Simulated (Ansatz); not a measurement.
# ClH$_{2}$NSi···H$_{2}$: what the fields show

Input

```
crystal:
  periodic: [false, false, false]
  atoms:
    - { symbol: Si, position_ang: [0.0, 0.0, 0.0] }
    - { symbol: H, position_ang: [0.9994, 0.0, 1.3254] }
    - { symbol: H, position_ang: [1.5827, 0.0, 0.5009] }
    - { symbol: Cl, position_ang: [-1.0032, 1.7381, -0.7093] }
    - { symbol: "N", position_ang: [-0.8572, -1.4851, -0.6061] }
    - { symbol: H, position_ang: [-1.3922, -2.1014, 0.0704] }
    - { symbol: H, position_ang: [-0.8219, -1.7344, -1.6357] }
basis:
  gaussian: { orbitals: def2-SVP }
hamiltonian:
  xc: pbe
  dispersion: d4
relax:
  f_tol: 0.15
  max_steps: 25
  restrain:
    - { distance: [1, 2], at: 0.66, k: 30.0 }
    - { distance: [0, 1], at: 2.66, k: 30.0 }
    - { distance: [0, 2], at: 2.66, k: 30.0 }
output:
  orbitals: {}
```

Launched as:

```sh
ansatz run input.yaml --threads 1 --pin off --max-ram 2048MiB --backend cpu --events-out ev --progress --plain --runs-dir out
```

The fields are those of the run's last geometry, not of the input's.

Not at a stationary point (largest force 1.9 eV/Å).

Level of theory: Ansatz 0.2.0, RKS PBE-D4/def2-SVP.

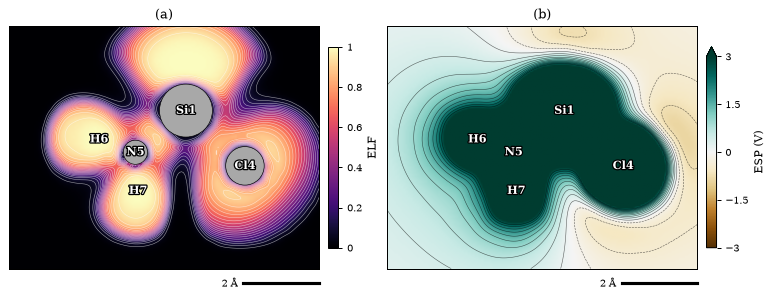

Figure 1. (a) electron localisation function; (b) molecular electrostatic potential on the plane of atoms H6, N5 and H7. Grey discs cover the atomic cores in the ELF map.

> Interpret the plot.

Atoms in the plane: Si, Cl, N and H. Si–N (1.73 Å): the ELF peaks at about 0.90 between the atoms: a shared but strongly polarised pair. Si–Cl (2.14 Å): the ELF peaks at about 0.85 between the atoms: a polar covalent bond. N–H (1.02 Å): the ELF climbs to about 1 towards the hydrogen, as it does in any bond to H (an ordinary covalent bond to hydrogen). The ELF also peaks beside Cl4 and Si1, away from the bonds: lone-pair regions. Outside the dense part of the complex the potential is most negative (−0.9 V) near Cl4.

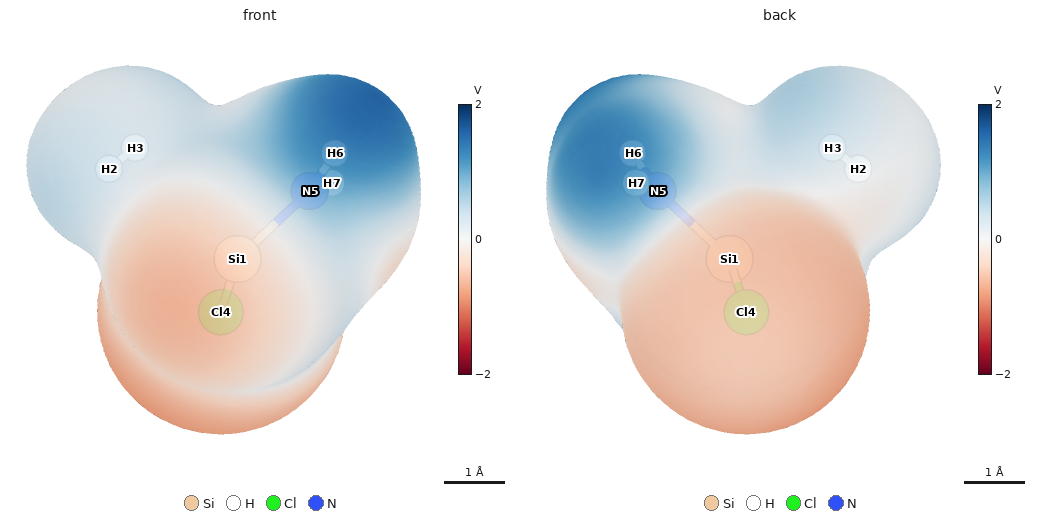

Figure 2. The electrostatic potential painted on the density surface at 0.001 e/bohr³, seen from the front and from behind; the colour scale runs from red (negative) to blue (positive).

> Which sites attract a positive test charge, and which a negative one?

A positive charge is drawn to the negative regions and a negative charge to the positive ones. The most negative region (about −0.8 V, or −18 kcal/mol for a unit charge) lies over Cl4, the most positive (about +1.6 V, or +37 kcal/mol for a unit charge) over H6.

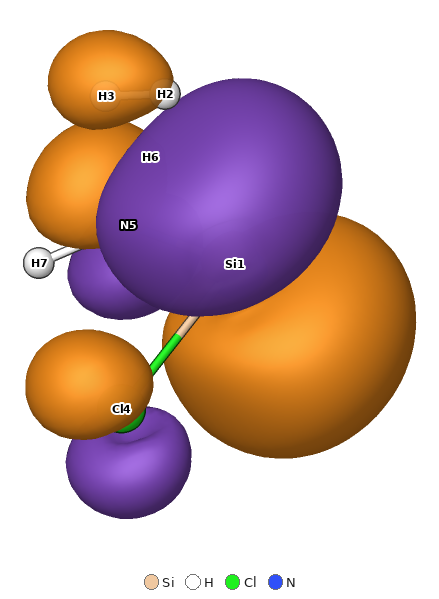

Figure 3. The LUMO at ±0.1 Å⁻³ᐟ² (orange and purple are the two phases), seen at an oblique angle.

> Describe this orbital and give its energy.

Its weight (Hirshfeld) is mainly on Si1 (about 70 %), N5 (about 15 %) and Cl4 (about 10 %). Its energy is −1.94 eV.
